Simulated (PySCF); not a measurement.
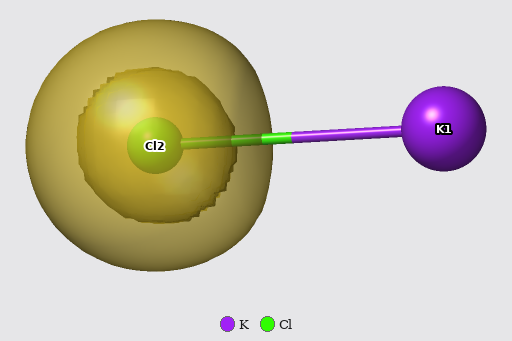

The picture shows: KCl. Isosurface of the ELF at 0.8 (yellow), seen from one side. Core shells and regions of very low density are left out.

Level of theory: PBE0/def2-SVPD, non-relativistic Hamiltonian with scalar-relativistic core potentials where named, at a bond length of 2.720 Å in PySCF.

```xyz
2

K     0.0000    0.0000   -1.2865
Cl    0.0000    0.0000    1.4335
```

Question: What do the ELF domains correspond to?

Answer: The ELF exceeds this value in one region wrapped around Cl (its valence shell). Along the contacts the grid gives the following. K–Cl (2.72 Å): the ELF peaks at about 0.90 in the valence shell of Cl, 0.8 Å from its nucleus, and is about 0.15 at the midpoint (a closed-shell, largely ionic contact).
